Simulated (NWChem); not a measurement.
# doublet C2H2S+: levels of theory compared

We compute a comparison of 6 runs (UHF/3-21G, UHF/def2-TZVP, UM06-2X/def2-TZVP, UB3LYP/6-31G*, UB3LYP/def2-TZVP, USVWN5/def2-TZVP) of doublet C2H2S+. 

The calculation is run with NWChem 7.3.0.

33 further runs of the same task are left out: 33 set aside as unsound or not needed. Runs told in other sessions of the task aren't counted.

## (1) The structure to begin with

C2H2S+: 5 atoms, total charge +1, spin state doublet. SMILES of the parent species: `C=C=S`. The coordinates come from a PBE0-D4/def2-TZVP relaxation. That shape belongs to the parent species and isn't relaxed for this state.

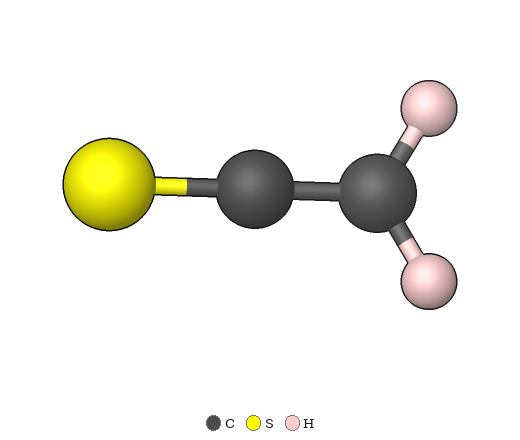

The structure, seen from a chosen angle (carbon dark grey, sulfur yellow, hydrogen pink).

## (2) The energy at UHF/3-21G (run 1)

c2h2s.nw reads:

```
start c2h2s
title "C2H2S"
memory stack 880 mb heap 220 mb global 1100 mb
charge 1
geometry noautosym nocenter noautoz
  C        0.548210      -0.249340       0.104130
  C       -0.620590       0.282310      -0.117960
  S       -2.011740       0.915010      -0.382210
  H        1.399960       0.016540      -0.510810
  H        0.684170      -0.964520       0.906870
end
basis spherical bse
  * library 3-21G
end
scf
  nopen 1
  uhf
  thresh 1e-08
  maxiter 80
end
task scf energy
```

The run is started by

```sh
$ nwchem c2h2s.nw > c2h2s.out
```

Standard output:

```text
[...]
  functions       =    35
[...]
  wavefunction    = UHF
[...]
         Total SCF energy =   -471.685984859482
      One electron energy =   -797.804634279944
      Two electron energy =    246.945211016620
 Nuclear repulsion energy =     79.173438403842
                       Sz =      0.5000
                 Sz(Sz+1) =      0.7500
                      S^2 =      1.0101
[...]
```

Wall time 2.9 s (1 thread of Intel Xeon Platinum 8223CL at 3.00GHz (Skylake/Cascade Lake), shared host); peak memory 0.098 GiB.

## (3) A single-point energy at UHF/def2-TZVP (run 2)

geom.xyz reads:

```xyz
5
C2H2S
C      0.548210    -0.249340     0.104130
C     -0.620590     0.282310    -0.117960
S     -2.011740     0.915010    -0.382210
H      1.399960     0.016540    -0.510810
H      0.684170    -0.964520     0.906870
```

geom.nw reads:

```
start geom
title "C2H2S"
memory stack 880 mb heap 220 mb global 1100 mb
charge 1

geometry units angstrom noautosym nocenter noautoz
  load geom.xyz
end

basis "ao basis" spherical bse
  * library def2-TZVP
end

scf
  doublet
  uhf
  thresh 1e-08
  maxiter 80
  print medium
end

task scf
```

The run is started by

```sh
$ nwchem geom.nw > geom.out
```

Standard output:

```text
[...]
  functions       =   111
[...]
  wavefunction    = UHF
[...]
         Total SCF energy =   -474.136385695140
      One electron energy =   -801.207997742810
      Two electron energy =    247.898173643828
 Nuclear repulsion energy =     79.173438403842
                       Sz =      0.5000
                 Sz(Sz+1) =      0.7500
                      S^2 =      1.0193
[...]
```

It took 89 s on 1 thread of Intel Xeon Platinum 8223CL at 3.00GHz (Skylake/Cascade Lake), shared host; peak memory 0.1 GiB.

## (4) The energy at UM06-2X/def2-TZVP (run 3)

run.nw reads:

```
start run
memory stack 880 mb heap 220 mb global 1100 mb
charge 1
geometry units angstrom noautosym nocenter noautoz
 C        0.548210      -0.249340       0.104130
 C       -0.620590       0.282310      -0.117960
 S       -2.011740       0.915010      -0.382210
 H        1.399960       0.016540      -0.510810
 H        0.684170      -0.964520       0.906870
end
basis "ao basis" spherical bse
 * library def2-TZVP
end
dft
 xc m06-2x
 mult 2
 grid fine
 convergence energy 1e-08
 iterations 100
 mulliken
 print low
end
task dft
```

The run is started by

```sh
$ nwchem run.nw > run.out
```

Standard output:

```text
[...]
 d= 0,ls=0.0,diis     1   -475.0702286705 -5.54D+02  7.04D-03  7.36D-01     4.7
[...]
 d= 0,ls=0.0,diis    15   -475.2102187483 -2.54D-09  1.40D-07  4.54D-11    59.7
[...]
         Total DFT energy =     -475.210218748254
      One electron energy =     -801.771775048359
           Coulomb energy =      284.265629101676
    Exchange-Corr. energy =      -36.877511205413
 Nuclear repulsion energy =       79.173438403842
[...]
      Total Density - Mulliken Population Analysis
     ---------------------------------------------
    Atom       Charge   Shell Charges
 -----------   ------   -------------------------------------------------------
    1 C    6     6.11   0.86  1.12  0.54  0.70  0.11  1.29  1.16  0.29  0.01  0.03  0.00
    2 C    6     5.79   0.86  1.12  0.60  0.47  0.02  1.20  1.24  0.21  0.02  0.05  0.01
    3 S   16    15.62   2.01  0.47  1.49  1.18  0.79  4.19  1.66  0.91  2.11  0.67  0.05  0.08  0.01
    4 H    1     0.74   0.26  0.42  0.03  0.02
    5 H    1     0.74   0.26  0.42  0.03  0.02
[...]
      <S2> =      0.7802 (Exact =     0.7500)
[...]
```

Wall time 60 s (1 thread of Intel Xeon Platinum 8223CL at 3.00GHz (Skylake/Cascade Lake), shared host); peak memory 0.12 GiB.

Runs 4 to 5 aren't shown in full; the table further down has their settings and results.

## (5) The energy at USVWN5/def2-TZVP (run 6)

calc.xyz reads:

```xyz
5
C2H2S SVWN5
C      0.548210    -0.249340     0.104130
C     -0.620590     0.282310    -0.117960
S     -2.011740     0.915010    -0.382210
H      1.399960     0.016540    -0.510810
H      0.684170    -0.964520     0.906870
```

calc.nw reads:

```
start calc
title "C2H2S SVWN5"
memory stack 880 mb heap 220 mb global 1100 mb
charge 1
geometry noautosym nocenter noautoz
   load format xyz calc.xyz
end
basis spherical bse
   C library def2-TZVP
   S library def2-TZVP
   H library def2-TZVP
end
dft
   xc slater vwn_5
   mult 2
   grid fine
   convergence energy 1e-08
   iterations 100
   mulliken
   noprint "final vectors analysis"
end
task dft
```

The run is started by

```sh
$ nwchem calc.nw > calc.out
```

Standard output:

```text
[...]
          Wavefunction type:  spin polarized.
          No. of atoms     :     5
          No. of electrons :    29
[...]
          Charge           :     1
          Spin multiplicity:     2
[...]
          AO basis - number of functions:   111
[...]
              XC Information
              --------------
                        Slater Exchange Functional  1.000 local
                      VWN V Correlation Functional  1.000 local
[...]
 d= 0,ls=0.0,diis     1   -473.0168919448 -5.52D+02  1.04D-02  1.13D+00     3.0
[...]
 d= 0,ls=0.0,diis    14   -473.1803664155 -1.80D-09  1.07D-07  1.41D-10    31.6
[...]
         Total DFT energy =     -473.180366415531
      One electron energy =     -801.726790581885
           Coulomb energy =      284.138247998754
    Exchange-Corr. energy =      -34.765262236241
 Nuclear repulsion energy =       79.173438403842
[...]
      Total Density - Mulliken Population Analysis
     ---------------------------------------------
    Atom       Charge   Shell Charges
 -----------   ------   -------------------------------------------------------
    1 C    6     6.12   0.84  1.13  0.55  0.69  0.09  1.34  1.12  0.32  0.01  0.02  0.00
    2 C    6     5.78   0.84  1.12  0.61  0.49  0.05  1.26  1.12  0.23  0.02  0.04  0.01
    3 S   16    15.66   2.01  0.47  1.48  1.22  0.79  4.17  1.66  0.94  2.11  0.67  0.05  0.07  0.01
    4 H    1     0.72   0.25  0.43  0.03  0.02
    5 H    1     0.72   0.25  0.43  0.03  0.02
[...]
      <S2> =      0.7552 (Exact =     0.7500)
[...]
```

Wall time 32 s (1 thread of Intel Xeon Platinum 8223CL at 3.00GHz (Skylake/Cascade Lake), shared host); peak memory 0.12 GiB.

## (6) Overview of the runs

```
run                                level  iteration cap  module  energy (Eh)  HOMO energy (eV)  LUMO energy (eV)   ⟨S²⟩  wall time
  1                            UHF/3-21G             80     scf  -471.685985            -17.91             -6.86  1.010      2.9 s
  2                        UHF/def2-TZVP             80     scf  -474.136386            -17.90             -6.49  1.019       89 s
  3                    UM06-2X/def2-TZVP            100     dft  -475.210219                 –                 –  0.780       60 s
  4  UB3LYP/6-31G* (Cartesian functions)            100     dft  -475.230838            -14.34            -11.37  0.770       28 s
  5                     UB3LYP/def2-TZVP            100     dft  -475.291619            -14.37            -11.40  0.771       50 s
  6                     USVWN5/def2-TZVP            100     dft  -473.180366                 –                 –  0.755       32 s
```

## (7) What came out

| quantity | value |
| --- | --- |
| run 6: total energy | -473.18037 Eh |
| run 6: ⟨S²⟩ | 0.755 |

What this shows: Totals of different functionals can't be ranked against each other. Spin contamination of the reference: run 2 ⟨S²⟩ = 1.02, run 1 ⟨S²⟩ = 1.01. All runs together took 4.4 min, the longest 89 s.
